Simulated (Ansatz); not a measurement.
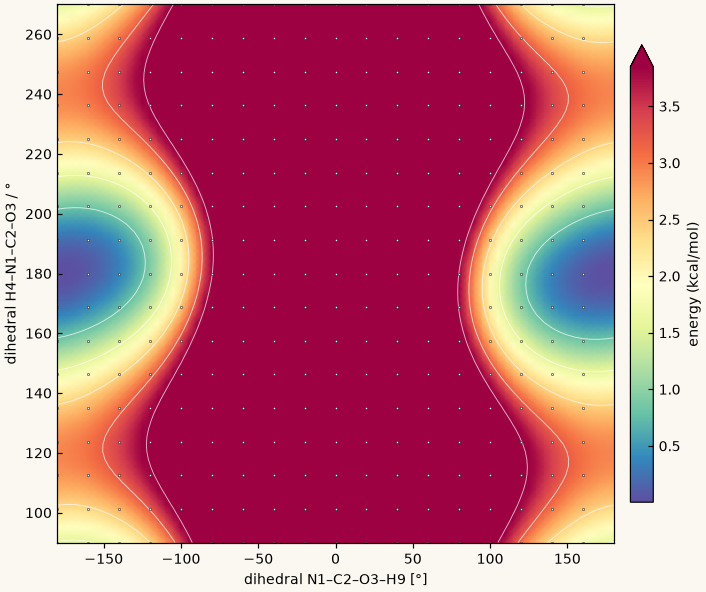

CH6NO, SMILES [NH3+]CO, charge +1. The first coordinate is: dihedral N1–C2–O3–H9; the second: dihedral H4–N1–C2–O3. Nothing is relaxed (all other coordinates rigid). The scan uses an 18 × 17 grid; 154 points were computed and 152 follow by symmetry. Points are written as (first, second). Energies: kcal/mol, counted from the lowest grid point. Method: RHF-MP2, frozen core/def2-TZVP (Ansatz 0.2.0).

In the figure: a smooth colour map with a few white contour lines, dots at the grid points, one colour for all values above the top of the scale. Between grid points the surface is interpolated.

Estimate the position of the minimum and the force constants in these coordinates.

The interpolated minimum is at dihedral N1–C2–O3–H9 ≈ −180°, dihedral H4–N1–C2–O3 ≈ 180.0°. The curvatures there are about 0.058 eV/rad² and 0.54 eV/rad², with a cross term of about −0.05 eV/rad². Round the minimum the valley is somewhat tilted: raising dihedral N1–C2–O3–H9 shifts the best value of dihedral H4–N1–C2–O3 upwards (coupling k₁₂/√(k₁₁k₂₂) about −0.3). (1 eV is 23.1 kcal/mol.)
